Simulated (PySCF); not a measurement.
# Si2NH7O (SMILES N[SiH2]O[SiH3]) at 6 levels

Wanted: a comparison of 6 runs (HF/STO-3G, HF/3-21G, B3LYP/6-31G, BP86/def2-SVP, M06-2X/6-31G**, CCSD(T)/6-311G**) of Si2NH7O. Input form: a Python script.

The results are computed with PySCF 2.14.0.

**1. Starting point**

Si2NH7O: 11 atoms, total charge 0, spin state singlet. As SMILES, `N[SiH2]O[SiH3]`. Geometry: relaxed at PBE0-D4/def2-TZVP. This is one conformer, not always the lowest.

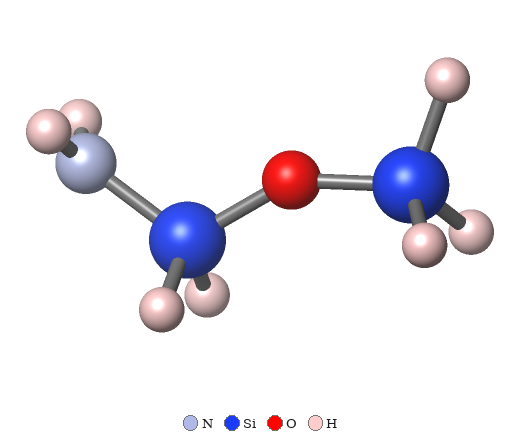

The structure, seen from a chosen angle (nitrogen light blue, silicon blue, oxygen red, hydrogen pink).

**2. Energy and forces at HF/STO-3G (run 1)**

Input file calc.py:

```python
import pyscf.grad
from pyscf import gto, scf

system = gto.Mole()
system.atom = '''
N     -0.868896     4.337299    -0.404401
Si    -1.591338     1.206023    -0.487360
O      0.775733    -0.666128     0.215240
Si     1.833790    -3.527363     0.639672
H     -0.665373     5.260431     1.246085
H      0.148344     5.152716    -1.789760
H     -3.620148     0.757024     1.394807
H     -2.412046     0.597909    -3.098017
H      1.579433    -5.032341    -1.720218
H      4.541390    -3.379775     1.354745
H      0.402701    -4.813321     2.688513
'''
system.max_memory = 1860
system.verbose = 4
system.basis = 'sto-3g'
system.unit = 'bohr'
system.charge = 0
system.build()

mf = scf.RHF(system)
mf.conv_tol = 1e-10
mf.kernel()
if not mf.converged:
    mf = mf.newton().run(mf.mo_coeff, mf.mo_occ)

etot = mf.e_tot
print('E = %.10f Eh' % etot)
grad = mf.Gradients().kernel()
mf.analyze()
```

Launch:

```bash
$ OMP_NUM_THREADS=1 python calc.py
```

The log of the run:

```text
PySCF version 2.14.0

[... 77 lines left out ...]
Total Energy =                        -702.908772192244896
[... 4 lines left out ...]
DFT Exchange-Correlation Energy =      -58.679083894148619
[... 6 lines left out ...]
MO #5   energy= -6.00143893109926  occ= 2
[... 4 lines left out ...]
MO #10  energy= -4.00796608862569  occ= 2
[... 4 lines left out ...]
MO #15  energy= -0.700490019018889 occ= 2
[... 4 lines left out ...]
MO #20  energy= -0.464070752867736 occ= 2
[... 4 lines left out ...]
MO #25  energy= -0.301473484507296 occ= 2
[... 4 lines left out ...]
MO #30  energy= 0.549193771314428  occ= 0
[... 4 lines left out ...]
MO #35  energy= 0.802184811131283  occ= 0
[... 49 lines left out ...]
Dipole moment(X, Y, Z, Debye):  0.29227,  0.01456,  0.08717
```

It took 4.8 s on 1 thread of Intel Xeon at 2.50GHz (Skylake/Cascade Lake), shared host; peak memory 0.12 GiB.

**3. Energy and gradient at HF/3-21G (run 2)**

Input file job.py:

```python
import pyscf.grad
from pyscf import gto, scf

molecule = gto.Mole()
molecule.atom = '''
N     -0.459800     2.295200    -0.214000
Si    -0.842100     0.638200    -0.257900
O      0.410500    -0.352500     0.113900
Si     0.970400    -1.866600     0.338500
H     -0.352100     2.783700     0.659400
H      0.078500     2.726700    -0.947100
H     -1.915700     0.400600     0.738100
H     -1.276400     0.316400    -1.639400
H      0.835800    -2.663000    -0.910300
H      2.403200    -1.788500     0.716900
H      0.213100    -2.547100     1.422700
'''
molecule.verbose = 4
molecule.max_memory = 1860
molecule.charge = 0
molecule.spin = 0
molecule.basis = '3-21g'
molecule.build()

mf = scf.RHF(molecule)
mf.conv_tol = 1e-10
mf.kernel()
if not mf.converged:
    mf = mf.newton().run(mf.mo_coeff, mf.mo_occ)

e_final = mf.e_tot
print(f'total energy: {e_final:.8f} hartree')
grad = mf.Gradients().kernel()
mf.analyze()
```

Launch:

```bash
$ OMP_NUM_THREADS=1 python job.py
```

The log of the run:

```text
PySCF version 2.14.0

[... 66 lines left out ...]
total energy: -707.56202137 hartree
[... 21 lines left out ...]
MO #2   energy= -68.331548331425   occ= 2
[... 7 lines left out ...]
MO #10  energy= -4.23216203275197  occ= 2
[... 7 lines left out ...]
MO #18  energy= -0.598065946084985 occ= 2
[... 7 lines left out ...]
MO #26  energy= 0.167804992890221  occ= 0
[... 7 lines left out ...]
MO #34  energy= 0.338699870557699  occ= 0
[... 7 lines left out ...]
MO #42  energy= 0.672687145463429  occ= 0
[... 7 lines left out ...]
MO #50  energy= 1.37491746591685   occ= 0
[... 7 lines left out ...]
MO #58  energy= 3.16378417436701   occ= 0
[... 72 lines left out ...]
Dipole moment(X, Y, Z, Debye):  0.56573,  0.53436,  0.14806
```

Wall time 5.1 s (1 thread of Intel Xeon at 2.50GHz (Skylake/Cascade Lake), shared host); peak memory 0.13 GiB.

Runs 3 to 5 aren't shown in full; the table further down has their settings and results.

**4. A single-point energy at CCSD(T)/6-311G(d,p) (run 6)**

Input file job.py:

```python
from pyscf import gto, scf, cc

mol = gto.Mole()
mol.atom = '''
N     -0.459800     2.295200    -0.214000
Si    -0.842100     0.638200    -0.257900
O      0.410500    -0.352500     0.113900
Si     0.970400    -1.866600     0.338500
H     -0.352100     2.783700     0.659400
H      0.078500     2.726700    -0.947100
H     -1.915700     0.400600     0.738100
H     -1.276400     0.316400    -1.639400
H      0.835800    -2.663000    -0.910300
H      2.403200    -1.788500     0.716900
H      0.213100    -2.547100     1.422700
'''
mol.basis = '6-311g**'
mol.spin = 0
mol.max_memory = 1860
mol.verbose = 4
mol.build()

myscf = scf.RHF(mol)
myscf.conv_tol = 1e-10
myscf.kernel()
if not myscf.converged:
    myscf = myscf.newton().run(myscf.mo_coeff, myscf.mo_occ)

mycc = cc.CCSD(myscf, frozen=12)
mycc.kernel()
e_t = mycc.ccsd_t()
energy = mycc.e_tot + e_t
print('Final energy', energy)
myscf.analyze()
```

Launch:

```bash
$ OMP_NUM_THREADS=1 python job.py
```

The log of the run:

```text
PySCF version 2.14.0

[... 96 lines left out ...]
Final energy -712.0671626642081
[... 19 lines left out ...]
MO #11  energy= -4.2494652822135   occ= 2
[... 16 lines left out ...]
MO #28  energy= 0.170486361493688  occ= 0
[... 16 lines left out ...]
MO #45  energy= 0.531453795315035  occ= 0
[... 16 lines left out ...]
MO #62  energy= 1.17119834461038   occ= 0
[... 16 lines left out ...]
MO #79  energy= 1.74892923780809   occ= 0
[... 16 lines left out ...]
MO #96  energy= 2.62460766767518   occ= 0
[... 16 lines left out ...]
MO #113 energy= 4.2485674492326    occ= 0
[... 16 lines left out ...]
MO #130 energy= 143.993349590028   occ= 0
[... 144 lines left out ...]
Dipole moment(X, Y, Z, Debye):  0.51182,  0.73947,  0.12079
```

It took 3.5 min on 1 thread of Intel Xeon at 2.50GHz (Skylake/Cascade Lake), shared host; peak memory 1.9 GiB.

**5. The series**

```
run                                 level  integration grid      task  energy (Eh)  dipole moment (D) of the reference  HOMO energy (eV)  LUMO energy (eV)  wall time
  1                             HF/STO-3G                 –  gradient  -702.908772                                0.31             -8.20             11.88      4.8 s
  2                              HF/3-21G                 –  gradient  -707.562021                                0.79            -11.07              4.57      5.1 s
  3                           B3LYP/6-31G                 5  gradient  -713.133616                                0.67             -7.12              0.55       48 s
  4                         BP86/def2-SVP                 5  gradient  -713.028885                                1.38             -6.22             -0.04       69 s
  5  M06-2X/6-31G** (spherical functions)                 5  gradient  -713.125428                                1.11             -9.00              1.58    1.8 min
  6                      CCSD(T)/6-311G**                 –    energy  -712.067163                                0.91            -11.37              3.34    3.5 min
```

**6. What came out**

```
                                           quantity          value
                                run 6: total energy  -712.06716 Eh
        run 6: dipole moment (Hartree–Fock density)         0.91 D
         run 6: HOMO energy (Hartree–Fock orbitals)      -11.37 eV
         run 6: LUMO energy (Hartree–Fock orbitals)        3.34 eV
       run 6: HOMO–LUMO gap (Hartree–Fock orbitals)       14.71 eV
run 6: correlation energy (12 core orbitals frozen)     -645.6 mEh
                              run 6: (T) correction     -16.63 mEh
                               run 6: T1 diagnostic          0.011
```

Over runs 1, 2, 3, 4, 5 the dipole moment (its size) runs from 0.31 D (HF/STO-3G) to 1.38 D (BP86/def2-SVP). The two ends differ in method and basis. Over runs 1, 2, 3, 4, 5 the HOMO–LUMO gap runs from 6.18 eV (BP86/def2-SVP) to 20.09 eV (HF/STO-3G). Totals of different functionals can't be ranked against each other. In run 1 the basis is minimal, so the values are rough. All runs together took 7.5 min, the longest 3.5 min.
